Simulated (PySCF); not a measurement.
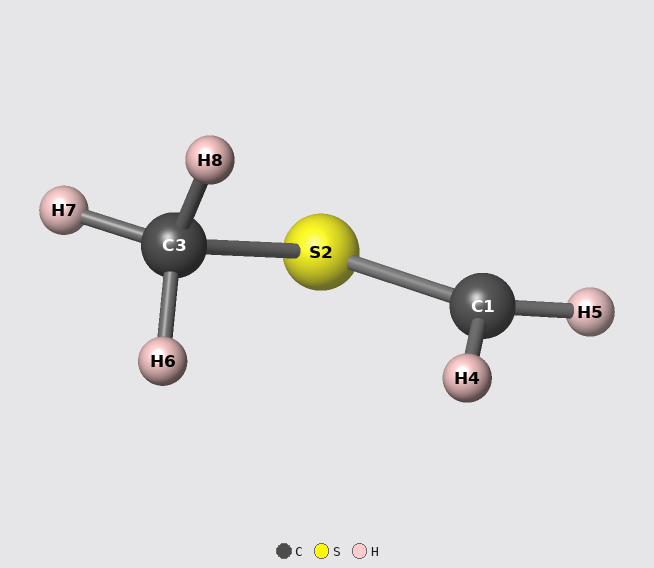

State: neutral, doublet. The computed structure is the end point of a GFN2-xTB optimisation. No frequency run is at hand to confirm it as a minimum. Method: UKS B3LYP, pcH-1 on C H S, non-relativistic (PySCF 2.14.0). Fermi-contact and spin-dipolar terms alone, no spin-orbit part.

Question. Which nucleus has the largest dipolar (anisotropic) hyperfine coupling?

Answer. 13C at C1: principal values −67.3, −66.5, 133.7 MHz.

List the isotropic and dipolar parts for the most strongly coupled nuclei, one of each equivalent set.

| atom | isotope | a_iso (MHz) | dipolar part (MHz) |
| --- | --- | --- | --- |
| C1 | 13C | 126.9 | −67.3, −66.5, 133.7 |
| S2 | 33S | 7.9 | −27.9, −23.7, 51.5 |
| H5 | 1H | −47.8 | −31.5, −1.8, 33.3 |
| H4 | 1H | −28.7 | −31.3, −1.3, 32.6 |
| H8 | 1H | 15.2 | −3.3, −2.1, 5.4 |
| H6 | 1H | 13.1 | −3.0, −2.0, 5.0 |
| H7 | 1H | −1.2 | −2.5, −1.8, 4.3 |
| C3 | 13C | 3.3 | −1.4, −0.7, 2.1 |
